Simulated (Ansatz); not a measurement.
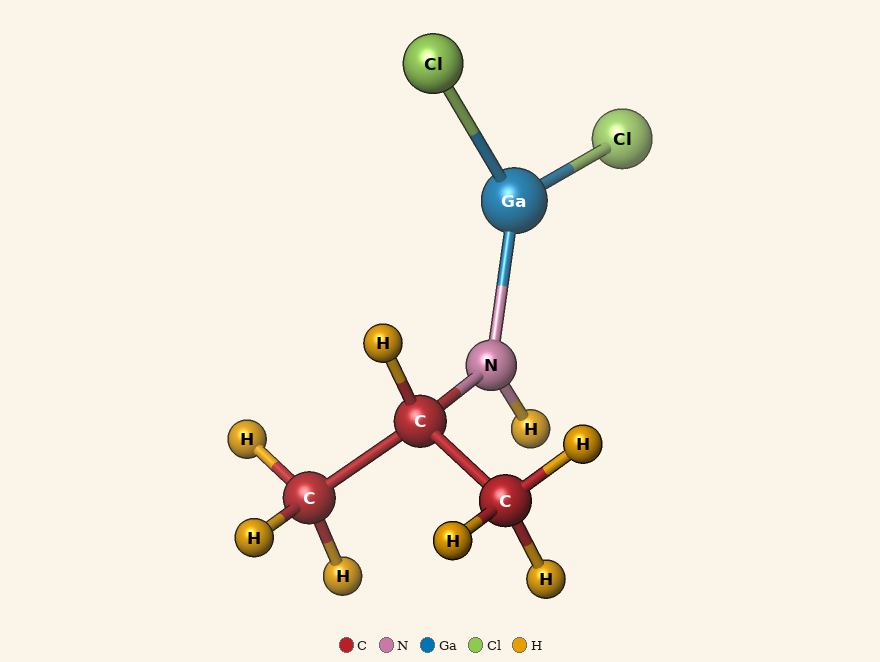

Depth is shown by fading: the farther an atom, the more it takes the colour of the background. The computed structure is the end point of a PBE0-D4/def2-TZVP optimisation.

> List the symmetry elements and name the point group.

It has 1 mirror plane, so the point group is Cs. The group has 2 operations. The geometry is achiral, and symmetry allows a dipole moment.
